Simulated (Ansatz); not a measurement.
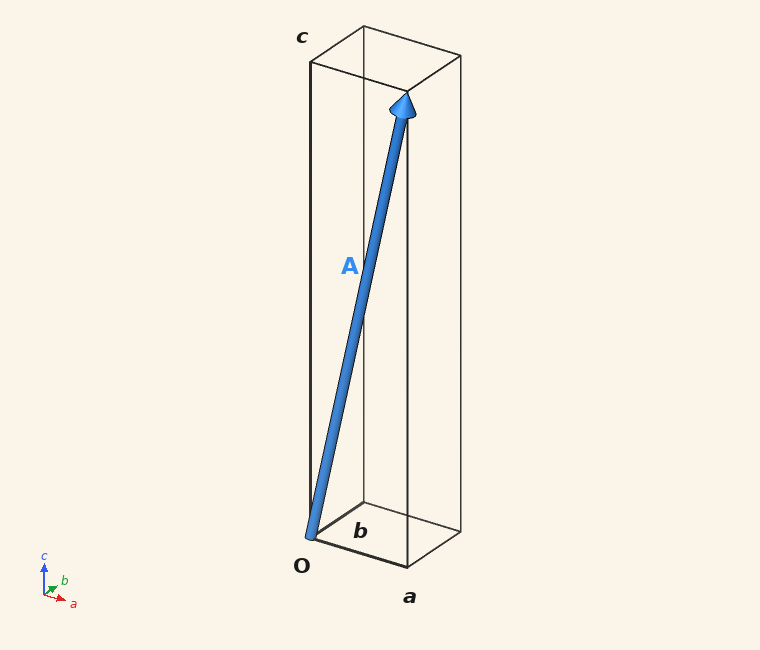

The arrow starts at a corner of the unit cell and ends on its surface; where a tip isn't a corner, dashed lines run from it parallel to the axes. Crystal: Tl, coordinates from a relaxation with Ansatz, DFT, PBE, plane waves (420 eV) with PAW, scalar-relativistic; the starting structure was generated, so it need not be a known form of this composition. The drawing is computed from the coordinates (standard cell, symmetry found to 0.002 Å).

a = 3.549 Å, b = 3.549 Å, c = 11.451 Å, α = 90.00°, β = 90.00°, γ = 120.00°.

**Give [uvw] of the arrow.**

Arrow A runs from (0, 0, 0) to (1, 0, 1), so [1 0 1], in four indices [2 −1 −1 3].

**How long is the vector ua + vb + wc?**

11.989 Å.
